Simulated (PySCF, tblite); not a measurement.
**C₃H₉F₃Si₂: geometry, infrared bands and NMR shifts**

What infrared bands and NMR shifts should C₃H₉F₃Si₂ (`FC(F)(F)[SiH2]CC[SiH3]`) show?

Computed with tblite 0.8.0 and PySCF 2.14.0, with density-fitted response routines of our own, on a single molecule in the gas phase. Atoms are numbered from 0 throughout.

## Step 1: The molecule as given

17 atoms, charge 0, multiplicity 1; geometry from: force field or distance geometry start.

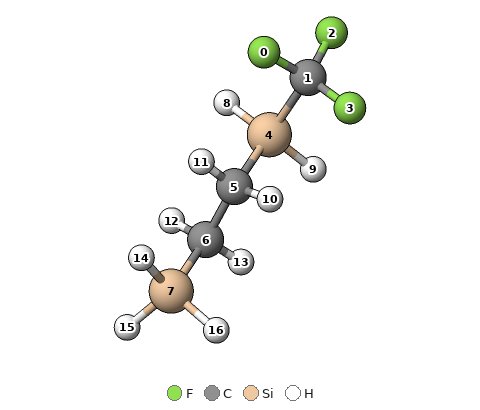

As it starts; fluorine green, carbon grey, silicon light orange, hydrogen white, atoms numbered.

## Step 2: Optimising the geometry with GFN2-xTB

What the job is given:

```
{"job": {"kind": "relax", "xc": "GFN2-xTB", "basis": "xTB"}, "charge": 0, "multiplicity": 1}
F      2.564900    -0.227300    -1.750300
C      2.793100     0.429800    -0.550400
F      4.087500     0.124400    -0.156400
F      2.529800     1.775300    -0.601600
Si     1.549700    -0.302400     0.681300
C     -0.116800     0.054000    -0.096100
C     -1.265100    -0.347400     0.817200
Si    -2.924200     0.026100     0.021300
H      1.855400    -1.724000     0.803500
H      1.603800     0.431100     1.964500
H     -0.112000     1.125800    -0.339600
H     -0.184000    -0.470600    -1.081100
H     -1.134700    -1.438500     1.000900
H     -1.135200     0.224800     1.747600
H     -2.911600    -0.301400    -1.415200
H     -3.931900    -0.806700     0.698000
H     -3.275500     1.438900     0.194700
```

On the command line:

```
OMP_NUM_THREADS=1 python probes_run.py task.json out
```

This one command runs all jobs of the session in turn.

Output:

```text
step      E/eV     max force
  0    -779.54544    1.773
  1    -779.73469    1.398
  2    -779.91178    0.702
  3    -779.94050    0.424
  4    -779.95828    0.394
  5    -779.96708    0.383
  6    -779.97626    0.211
  7    -779.98219    0.231
  8    -779.98868    0.232
  9    -779.99598    0.251
 10    -780.00329    0.223
 11    -780.00828    0.165
 12    -780.01129    0.115
 13    -780.01370    0.132
 14    -780.01606    0.142
 15    -780.01811    0.137
 16    -780.01981    0.105
 17    -780.02148    0.126
 18    -780.02340    0.128
 19    -780.02523    0.129
 20    -780.02648    0.087
 21    -780.02722    0.058
 22    -780.02775    0.057
 23    -780.02827    0.067
 24    -780.02876    0.055
 25    -780.02915    0.050
 26    -780.02944    0.042
 27    -780.02970    0.038
 28    -780.02994    0.037
 29    -780.03019    0.048
 30    -780.03046    0.051
 31    -780.03080    0.061
 32    -780.03124    0.068
 33    -780.03181    0.062
 34    -780.03239    0.056
 35    -780.03288    0.058
 36    -780.03330    0.072
 37    -780.03375    0.060
 38    -780.03423    0.051
 39    -780.03467    0.056
 40    -780.03505    0.059
 41    -780.03542    0.064
 42    -780.03579    0.048
 43    -780.03614    0.046
 44    -780.03644    0.043
 45    -780.03673    0.041
 46    -780.03708    0.055
 47    -780.03751    0.060
 48    -780.03792    0.049
 49    -780.03825    0.046
 50    -780.03858    0.050
 51    -780.03898    0.064
 52    -780.03945    0.067
 53    -780.03985    0.042
 54    -780.04011    0.042
 55    -780.04030    0.042
 56    -780.04056    0.054
 57    -780.04086    0.058
 58    -780.04108    0.035
 59    -780.04118    0.021
 60    -780.04123    0.021
 61    -780.04130    0.026
 62    -780.04140    0.034
 63    -780.04151    0.029
 64    -780.04159    0.017
 65    -780.04163    0.015
 66    -780.04165    0.014
 67    -780.04168    0.014
 68    -780.04171    0.009
```

It took 0.52 s on 1 thread of Arm Neoverse V1, shared host; peak memory 0.18 GiB.

Step by step: (not every step is listed)

```
step  energy from step 0 (eV)  largest force (eV/Å)
   0                   0.0000                1.7730
   1                  -0.1893                1.3981
   2                  -0.3663                0.7016
   3                  -0.3951                0.4242
   4                  -0.4128                0.3938
   5                  -0.4216                0.3834
   6                  -0.4308                0.2106
   7                  -0.4367                0.2307
   8                  -0.4432                0.2322
  13                  -0.4683                0.1324
  18                  -0.4780                0.1277
  23                  -0.4828                0.0665
  28                  -0.4845                0.0374
  33                  -0.4864                0.0620
  38                  -0.4888                0.0515
  43                  -0.4907                0.0457
  48                  -0.4925                0.0493
  53                  -0.4944                0.0416
  58                  -0.4956                0.0354
  63                  -0.4961                0.0286
  64                  -0.4962                0.0168
  65                  -0.4962                0.0152
  66                  -0.4962                0.0142
  67                  -0.4962                0.0139
  68                  -0.4963                0.0091
```

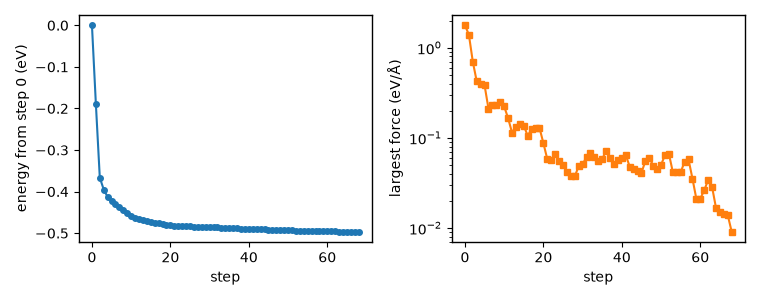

Energy and largest force along the relaxation.

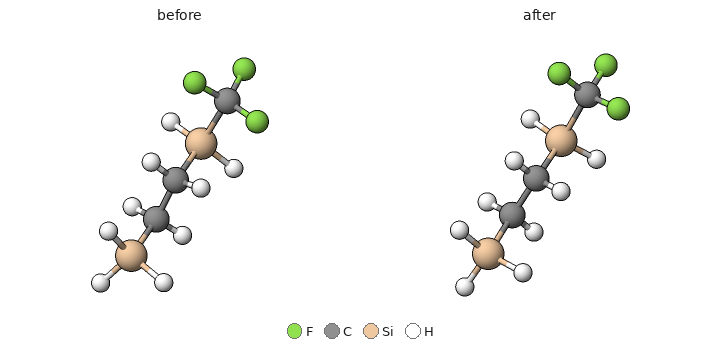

Before and after, at one scale.

Distances of close pairs at the start and the end, largest changes first:

```
  bond  before (Å)  after (Å)  change (Å)
C1–Si4       1.897      1.947      +0.050
 C1–F2       1.387      1.348      -0.039
 F0–C1       1.387      1.350      -0.037
C6–Si7       1.878      1.906      +0.028
C5–H11       1.118      1.094      -0.025
C6–H12       1.114      1.091      -0.024
 C1–F3       1.372      1.350      -0.022
Si4–C5       1.873      1.893      +0.020
```

The next job starts from the end point, and lists it.

## Step 3: Harmonic vibrations with GFN2-xTB

What the job is given:

```
{"job": {"kind": "ir", "xc": "GFN2-xTB", "basis": "xTB"}, "charge": 0, "multiplicity": 1}
F      2.783243    -0.149797    -1.765018
C      2.870529     0.410461    -0.540226
F      4.129353     0.179278    -0.116577
F      2.782520     1.743220    -0.734794
Si     1.530846    -0.265406     0.700855
C     -0.156573     0.117689    -0.068014
C     -1.313853    -0.428056     0.772298
Si    -3.016186    -0.007579     0.025366
H      1.825387    -1.694652     0.807363
H      1.800351     0.453005     1.946578
H     -0.276238     1.198241    -0.186139
H     -0.213879    -0.306604    -1.074221
H     -1.205966    -1.508816     0.870431
H     -1.245475    -0.026132     1.783965
H     -3.082134    -0.550979    -1.332178
H     -4.058102    -0.600841     0.862638
H     -3.160821     1.448998    -0.013851
```

Output:

```text
mode    cm-1     km/mol
  1      22.2      0.54
  2      50.5      0.94
  3      53.1      3.06
  4      81.4      0.15
  5     127.5      0.03
  6     171.8      0.98
  7     192.7      0.05
  8     205.9      2.66
  9     254.0      3.34
 10     404.4     55.17
 11     434.0     42.87
 12     460.4      3.97
 13     461.1      2.09
 14     511.0     47.37
 15     535.2     57.85
 16     582.8     18.02
 17     654.9     18.77
 18     695.0     68.65
 19     702.6    234.26
 20     747.8    113.29
 21     759.7     80.20
 22     773.9    180.25
 23     776.9    360.36
 24     784.9    188.51
 25     792.2    205.84
 26     821.7     14.47
 27    1022.9    181.80
 28    1024.5    219.38
 29    1062.2     70.08
 30    1064.3      9.68
 31    1144.2    104.58
 32    1193.9     44.76
 33    1256.7      0.24
 34    1308.2      0.00
 35    1452.6      2.82
 36    1490.8      1.22
 37    2263.1    266.66
 38    2268.0    194.35
 39    2278.5    299.49
 40    2285.3    456.45
 41    2290.4    131.61
 42    2945.1     14.21
 43    2960.2     12.50
 44    2975.9     63.55
 45    2993.2     29.34
```

Wall time 0.68 s (1 thread of Arm Neoverse V1, shared host); peak memory 0.18 GiB.

Which atoms move in the most intense modes:

```
cm⁻¹  km/mol                                   atoms
 703   234.3                        H9 37 %, H8 37 %
 777   360.4             C5 36 %, Si4 22 %, H16 11 %
 792   205.8  H15 23 %, H14 18 %, H16 17 %, Si7 13 %
1024   219.4                        C1 70 %, F2 18 %
2263   266.7                                H16 89 %
2268   194.3                                H14 90 %
2278   299.5                                H15 96 %
2285   456.4                        H8 52 %, H9 42 %
```

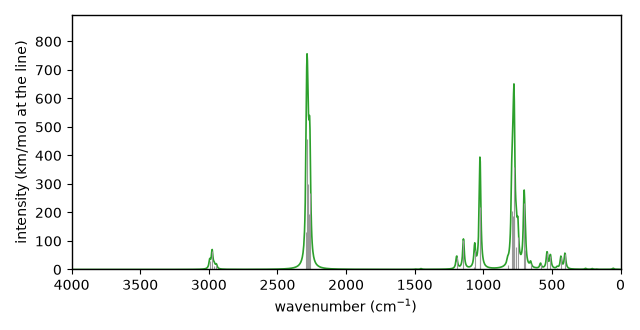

The infrared spectrum from these modes, unscaled. Lines are broadened to a width of 14 cm⁻¹ (Lorentzian).

## Step 4: Nuclear shieldings: PBE0/pcSseg-1

The job, as its differences from that of step 3:

```diff
@@ -1,2 +1,2 @@
-{"job": {"kind": "ir", "xc": "GFN2-xTB", "basis": "xTB"}, "charge": 0, "multiplicity": 1}
+{"job": {"kind": "nmr", "xc": "PBE0", "basis": "pcSseg-1"}, "charge": 0, "multiplicity": 1}
 F      2.783243    -0.149797    -1.765018
```

Method: GIAO PBE0/pcSseg-1 NMR shielding, non-relativistic, gas phase.

Output:

```text
coarse grid: 15344 points
cycle   1  E = -997.3195713516  dE =  6.804e-01  |g| = 8.727e-01  |ddm| = 3.540e+00
cycle   2  E = -997.1750679926  dE =  1.445e-01  |g| = 1.306e+00  |ddm| = 1.100e+00
cycle   3  E = -997.4535586204  dE = -2.785e-01  |g| = 4.057e-02  |ddm| = 6.702e-01
cycle   4  E = -997.4537824471  dE = -2.238e-04  |g| = 2.264e-02  |ddm| = 4.595e-02
cycle   5  E = -997.4538789510  dE = -9.650e-05  |g| = 7.873e-03  |ddm| = 2.234e-02
cycle   6  E = -997.4538943880  dE = -1.544e-05  |g| = 7.737e-04  |ddm| = 7.806e-03
cycle   7  E = -997.4538945092  dE = -1.213e-07  |g| = 2.974e-04  |ddm| = 1.071e-03
final grid: 140640 points
cycle   8  E = -997.5196465526  dE = -4.343e-05  |g| = 7.312e-03  |ddm| = 2.201e-02
cycle   9  E = -997.5196379031  dE =  8.649e-06  |g| = 9.915e-03  |ddm| = 1.278e-02
cycle  10  E = -997.5196586021  dE = -2.070e-05  |g| = 5.001e-04  |ddm| = 6.919e-03
cycle  11  E = -997.5196586339  dE = -3.183e-08  |g| = 2.291e-04  |ddm| = 4.621e-04
cycle  12  E = -997.5196586413  dE = -7.459e-09  |g| = 7.055e-05  |ddm| = 1.799e-04
cycle  13  E = -997.5196586422  dE = -8.422e-10  |g| = 1.973e-05  |ddm| = 5.794e-05
converged SCF energy = -997.5196586422

GIAO shielding tensors (ppm)
atom      isotropic    diamagn.    paramagn.     s11        s22        s33       span
  0 F      244.205     475.584    -231.379    143.463    257.417    331.735    188.272
  1 C       47.329     253.869    -206.540     43.587     43.708     54.692     11.104
  2 F      242.951     469.714    -226.763    142.526    255.755    330.572    188.045
  3 F      243.768     475.201    -231.434    143.348    256.502    331.453    188.105
  4 Si     390.618     880.376    -489.758    368.681    371.256    431.918     63.237
  5 C      179.447     255.886     -76.439    172.106    172.864    193.370     21.264
  6 C      182.334     251.273     -68.938    170.701    183.128    193.174     22.473
  7 Si     414.516     879.056    -464.540    384.478    392.866    466.202     81.724
  8 H       27.534      29.164      -1.630     24.061     26.432     32.109      8.048
  9 H       27.510      29.063      -1.554     24.074     26.310     32.146      8.072
 10 H       30.590      34.253      -3.663     24.737     31.260     35.773     11.036
 11 H       30.570      34.455      -3.885     24.662     31.201     35.847     11.185
 12 H       31.053      31.674      -0.622     25.496     30.414     37.249     11.753
 13 H       31.085      31.513      -0.427     25.546     30.500     37.210     11.664
 14 H       27.873      28.718      -0.845     24.526     26.386     32.707      8.180
 15 H       27.644      27.927      -0.283     24.031     25.245     33.656      9.625
 16 H       27.856      28.673      -0.818     24.506     26.309     32.752      8.246
```

Wall time 30 s (1 thread of Arm Neoverse V1, shared host); peak memory 0.85 GiB.

The references, computed at this level on geometries of the same kind, shield at (ppm): ¹H TMS 31.72, ¹³C TMS 186.9, ²⁹Si TMS 349.2, ¹⁹F CFCl3 170.9. Their shielding less the atom's gives the shift. The references are single molecules in the gas phase, so shifts against H2O, NH3, PH3, H3PO4 or CFCl3 are not on the usual liquid scales and can be off by tens of ppm. Atoms listed in one row are averaged.

```
        atoms                          environment  σ (ppm)  δ (ppm)  δ scaled to CDCl3
           C1                           CF3 carbon     47.3    139.6              134.3
           C5                 sp3 CH2 bonded to Si    179.4      7.5                5.4
           C6                 sp3 CH2 bonded to Si    182.3      4.6                2.6
       H8, H9  hydrogen on a silicon bonded to 2 C    27.52     4.19                  –
H14, H15, H16    hydrogen on a silicon bonded to C    27.79     3.93                  –
     H10, H11  hydrogen on an sp3 CH2 bonded to Si    30.58     1.14               1.18
     H12, H13  hydrogen on an sp3 CH2 bonded to Si    31.07     0.65               0.72
   F0, F2, F3              fluorine of a CF3 group    243.6    -72.7                  –
          Si4           silicon bonded to 2 C, 2 H    390.6    -41.5                  –
          Si7             silicon bonded to C, 3 H    414.5    -65.4                  –
```

The scaled column applies a straight-line fit of computed shieldings to shifts measured in CDCl3, and one for carbons that bear F (root-mean-square error 0.16 ppm for H, 1.9 ppm for C).

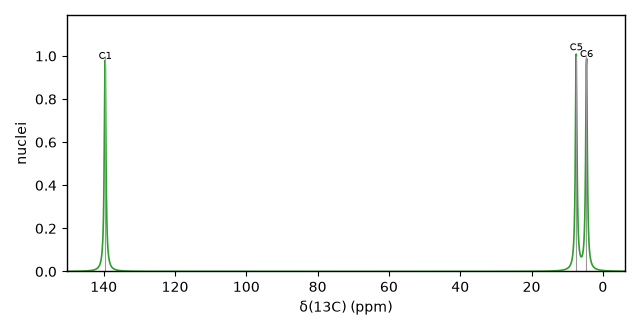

¹³C lines at the computed shifts, without couplings. Lines are broadened to a width of 0.54 ppm (Lorentzian).

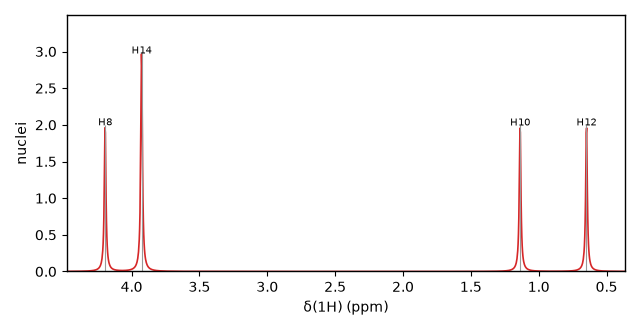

¹H lines at the computed shifts, without couplings. Lines are broadened to a width of 0.01 ppm (Lorentzian).

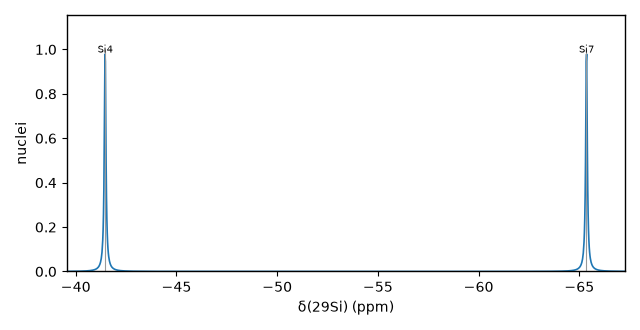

²⁹Si lines at the computed shifts, without couplings. Lines are broadened to a width of 0.10 ppm (Lorentzian).

The run also stored atomic charges by several schemes (e):

```
     atoms  Mulliken    IAO  Hirshfeld  ESP fit
F0, F2, F3     -0.28  -0.29      -0.11    -0.18
        C1      0.52   0.55       0.17     0.40
       Si4      0.65   0.74       0.34     0.12
        C5     -0.56  -0.53      -0.15     0.00
        C6     -0.55  -0.53      -0.15    -0.17
       Si7      0.51   0.61       0.32     0.29
```

Hirshfeld charges:

F0 -0.11; C1 0.17; F2 -0.11; F3 -0.11; Si4 0.34; C5 -0.15; C6 -0.15; Si7 0.32; H8 -0.07; H9 -0.07; H10 0.04; H11 0.04; H12 0.04; H13 0.04; H14 -0.08; H15 -0.08; H16 -0.08

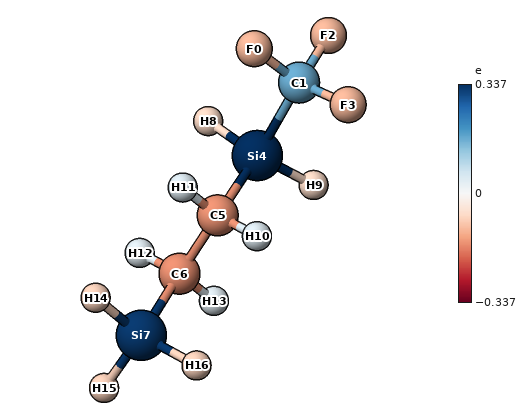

Hirshfeld charges, as colours on the atoms.

Mayer bond orders: F0–C1 0.96, C1–F2 0.97, C1–F3 0.96, C1–Si4 0.80, Si4–C5 0.94, C5–C6 1.02, C6–Si7 0.91.

## Step 5: What came out

```
                                                                 quantity                       value
                                strongest single infrared mode (GFN2-xTB)       2285 cm⁻¹, 456 km/mol
                                             zero-point energy (GFN2-xTB)               67.7 kcal/mol
                                   ¹³C shifts against TMS (PBE0/pcSseg-1)         139.6, 7.5, 4.6 ppm
   ¹H shifts against TMS (PBE0/pcSseg-1, means over atoms taken as alike)  4.19, 3.93, 1.14, 0.65 ppm
¹⁹F shifts against CFCl3 (PBE0/pcSseg-1, means over atoms taken as alike)                   -72.7 ppm
                                  ²⁹Si shifts against TMS (PBE0/pcSseg-1)            -41.5, -65.4 ppm
```

In words: The optimisation took 68 steps and gained 0.496 eV; among the close pairs (by a distance rule), C1–Si4 changed most, from 1.897 to 1.947 Å. No mode is imaginary among the 45: a minimum at this level. The strongest single mode, at 2285 cm⁻¹, moves mainly H8 and H9. GFN2-xTB is a fitted tight-binding method: band positions and strengths are rough. Its intensities can rank the bands wrongly. At PBE0/pcSseg-1: Shielding is most anisotropic at F0, F2, F3 (span 188 ppm, paramagnetic term -230 ppm).
